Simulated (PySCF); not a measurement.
Run report: GaHCl$_{2}$O, single-point calculation

The run: single-point calculation of GaHCl$_{2}$O. Method and program: BHLYP/def2-SVP, RKS (PySCF 2.14.0).

A bond length was changed on purpose from its optimised value.

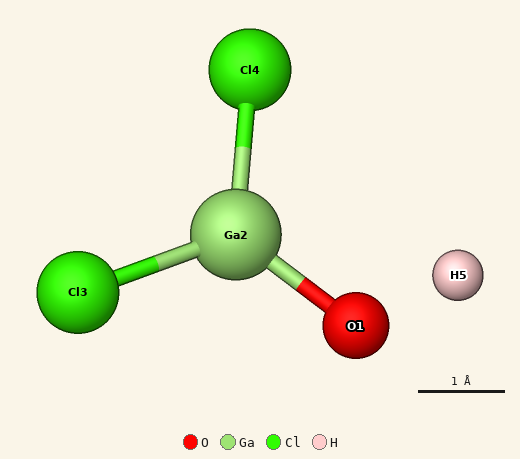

The structure as given in the input (ball-and-stick view, seen at an oblique angle; atoms are numbered from 1 in the order of the input). Sticks mark near contacts. Bond lengths as drawn: Cl–Ga 2.11 to 2.12 Å and Ga–O 1.76 Å.

### Results in brief

```csv
quantity,value
outcome,converged
total energy,−2920.468136 hartree
basis functions,87
HOMO,−10.41 eV
LUMO,−1.37 eV
dipole moment,1.99 D
hardware,"1 thread of Intel Xeon @ 2.70GHz, 189 GiB of memory available, shared host"
wall time,17 s
peak memory,0.46 GiB
```

### Input (run.py)
```python
from pyscf import gto, dft

mol = gto.M(
    atom='''
O    0.589329   1.113215   0.491835
Ga   0.453329  -0.635885   0.302735
Cl   1.834829  -1.876285   1.303635
Cl  -1.073071  -1.477685  -0.909865
H   -0.415200   1.837400  -0.246000
''',
    charge=0,
    max_memory=1860,
    verbose=3,
    basis='def2-svp',
)

calc0 = dft.RKS(mol)
calc0.xc = 'bhandhlyp'
calc0.conv_tol = 1e-10
calc0.grids.level = 5
calc0.kernel()
if not calc0.converged:
    calc0 = calc0.newton().run(calc0.mo_coeff, calc0.mo_occ)

e_tot = calc0.e_tot
print(f'total energy: {e_tot:.8f} hartree')
```

Command:
```bash
OMP_NUM_THREADS=1 python run.py
```

### Output
```
converged SCF energy = -2920.46813608381
total energy: -2920.46813608 hartree
```

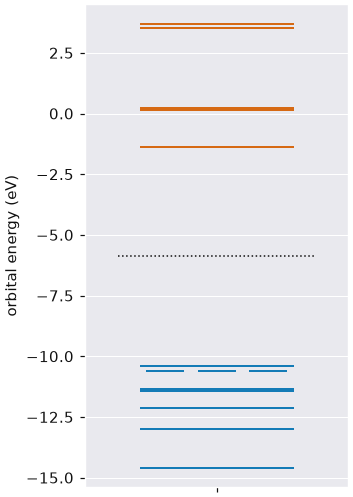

Orbital energies near the frontier; the dotted line parts filled from empty levels, and levels within 0.02 eV of each other stand side by side. Highest filled −10.41 eV, lowest empty −1.37 eV, 9.04 eV apart.
